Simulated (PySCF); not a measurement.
SMILES B/C=C\c1cccs1 (C₆H₇BS), GFN2-xTB optimised geometry. Atoms within 1.6 Å of the plane z = 0.6 Å (x, y, z in Å): B1 (0.22, -2.55, 1.09), C2 (-1.09, -2.11, 0.43), C3 (-1.44, -0.88, 0.02), C4 (-0.54, 0.23, 0.00), C5 (0.83, 0.23, 0.00), C6 (1.39, 1.53, 0.00), C7 (0.44, 2.51, -0.02), S8 (-1.15, 1.87, -0.04), H9 (0.70, -1.90, 1.94), H10 (0.72, -3.57, 0.79), H11 (-1.84, -2.88, 0.29), H12 (-2.44, -0.67, -0.34), H13 (1.41, -0.67, -0.03), H14 (2.44, 1.73, 0.01), H15 (0.58, 3.57, -0.03).

Computed with PBE/def2-TZVP (PySCF). Cells within 0.4 Å of a nucleus heavier than hydrogen are left out (blank, or x).

Map of the Laplacian of the electron density (e/bohr⁵) on the plane z = 0.6 Å:

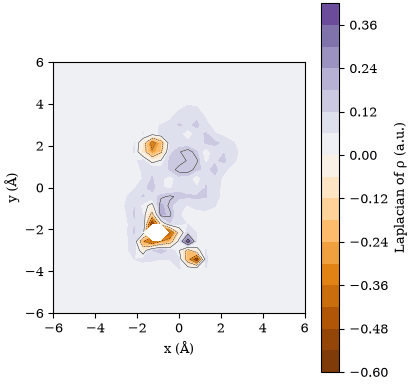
Laplacian of the electron density (e/bohr⁵) on the plane z = 0.6 Å.
